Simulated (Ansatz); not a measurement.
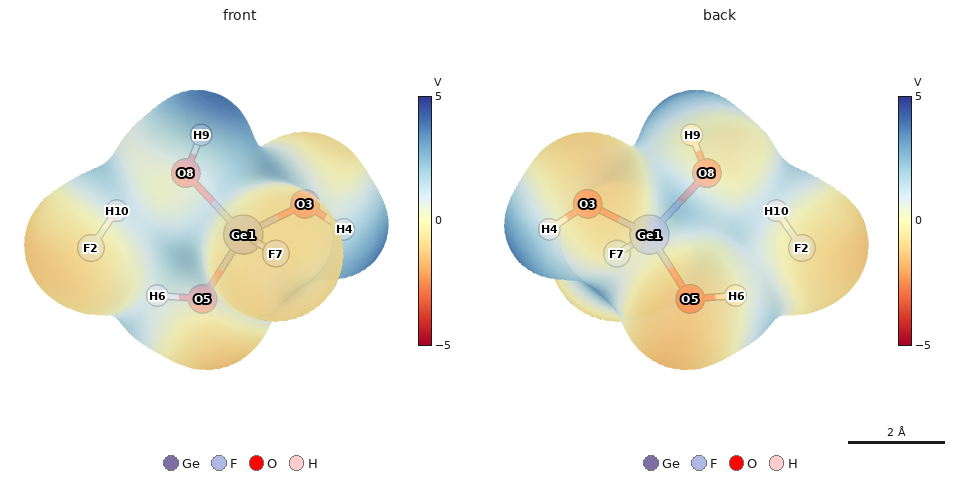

Figure 1: FGeH3O3···HF. The molecular electrostatic potential painted on the density surface at 0.004 e/bohr³, seen from the front and from behind; the colour scale runs from red (negative) to blue (positive).

Computed with Ansatz 0.2.0, RKS B3LYP-D4/def2-SVP.

The calculation's input:

```
crystal:
  periodic: [false, false, false]
  atoms:
    - { symbol: Ge, position_ang: [0.58496, 0.196962, -0.19692] }
    - { symbol: F, position_ang: [-1.182502, 0.748619, 2.017873] }
    - { symbol: O, position_ang: [1.735177, 0.092031, -1.520462] }
    - { symbol: H, position_ang: [1.52916, -0.6191, -2.142722] }
    - { symbol: O, position_ang: [-0.928177, 0.902965, -0.709414] }
    - { symbol: H, position_ang: [-1.499303, 1.003208, 0.069663] }
    - { symbol: F, position_ang: [0.335127, -1.41926, 0.386614] }
    - { symbol: O, position_ang: [1.364382, 1.16075, 1.065806] }
    - { symbol: H, position_ang: [2.326133, 1.059096, 1.066891] }
    - { symbol: H, position_ang: [-0.421156, 1.16193, 2.351272] }
basis:
  gaussian: { orbitals: def2-SVP }
hamiltonian:
  xc: b3lyp
  dispersion: d4
relax:
  f_tol: 0.03
  max_steps: 50
output:
  orbitals: {}
```

Launched as:

```sh
ansatz run input.yaml --threads 4 --pin off --max-ram 5120MiB --backend cpu --events-out ev --progress --plain --runs-dir out
```

The fields are those of the run's last geometry, not of the input's.

### Which sites attract a positive test charge, and which a negative one?

A positive charge is drawn to the negative regions and a negative charge to the positive ones. The most negative region (about −1.5 V) lies over O5, the most positive (about +4.0 V) over H9. O5 is the likeliest acceptor of a hydrogen bond.
